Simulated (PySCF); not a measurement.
C$_{8}$H$_{8}$, SMILES `C=C1C=CC=CC=C1`.

Computed with PySCF, PBE0/def2-SVP, geometry: GFN2-xTB. No frequency check shows the geometry to be a minimum. Without diffuse functions Rydberg states are missing, so the states' numbers hold for this basis only.

Geometry (Å), atoms numbered from 1:

```
C1       2.6146   -0.0002    0.0000
C2       1.2689    0.0003    0.0000
C3       0.5717   -1.2752    0.0000
C4      -0.7414   -1.5607    0.0000
C5      -1.8704   -0.6734    0.0000
C6      -1.8704    0.6734    0.0000
C7      -0.7414    1.5606    0.0000
C8       0.5717    1.2752    0.0000
H9       3.1823   -0.9141    0.0000
H10      3.1822    0.9141    0.0000
H11      1.2482   -2.1228    0.0000
H12     -1.0076   -2.6114    0.0000
H13     -2.8330   -1.1703    0.0000
H14     -2.8330    1.1702    0.0000
H15     -1.0076    2.6113    0.0000
H16      1.2482    2.1228    0.0000
```

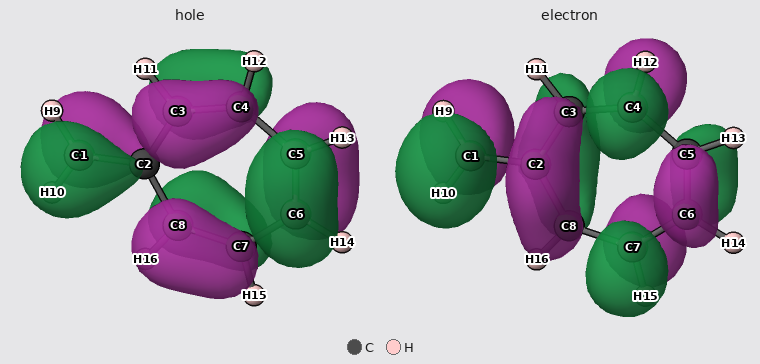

Leading natural transition orbital pair of S₂ (TDA singlet states); the surfaces enclose about 85 % of each orbital's density.

Question: Give its energy, strength and character.

Answer: 4.88 eV (254 nm), f = 0.259 (bright), π → π*; the leading pair carries 71 %; hole on C3, C5, C6 and C8 (13 % each) and C1, C4 and C7 (12 % each), electron on C1 (18 %), C4 and C7 (12 % each) and C2 (11 %) (shares are of the whole state, not of the leading pair alone); their centroids lie 0.5 Å apart. In canonical orbitals it is mainly HOMO → LUMO+1 (66 %). The HOMO–LUMO gap is 3.75 eV.

Cost of the run: 7 min on 1 thread of Arm Neoverse V2, with other jobs on the host, peak memory 0.83 GiB.
